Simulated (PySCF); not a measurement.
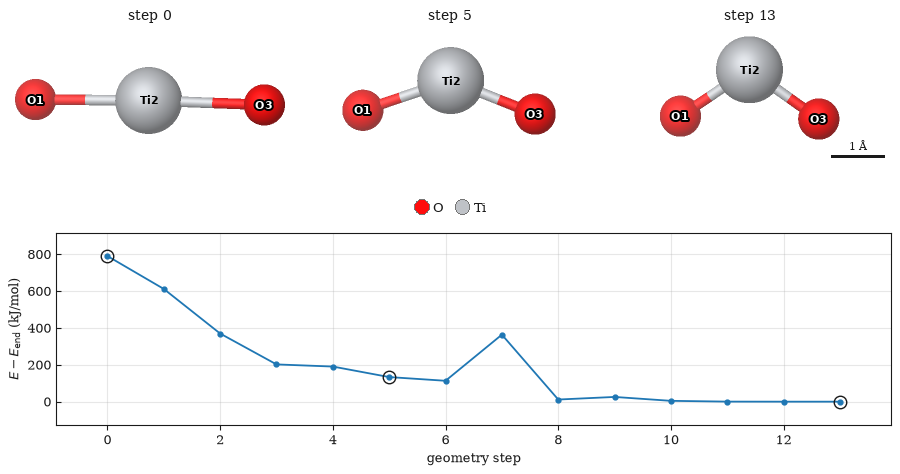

Frames of a relaxation of TiO2, marked on the history of the run. The picture is a ball-and-stick view, seen at a tilt.

The start comes from UFF. Its atoms were then displaced at random by about 0.03 Å.

These are results of PBE0-D3(BJ)/def2-SVP geometry optimisation, gas phase in PySCF, not measurements. 

### Describe the path.

The energy falls by 790.3 kJ/mol in 13 geometry steps. The largest move after the best rigid fit is that of O3, 0.92 Å. Largest moves by element: O 0.92 Å, Ti 0.59 Å. Among the contacts that change: Ti2–O3 2.220 → 1.616 Å, O1–Ti2 2.171 → 1.616 Å. Bond angles that change, for instance: O1–Ti2–O3 178.3° → 110.5°. The run took 16 s on 1 thread of Intel(R) Xeon(R) Platinum 8375C CPU @ 2.90GHz, on a shared host. From step 0 to 5: O3 moves most (0.59 Å), energy −656.7 kJ/mol. From step 5 to 13: O1 moves most (0.35 Å), energy −133.5 kJ/mol.
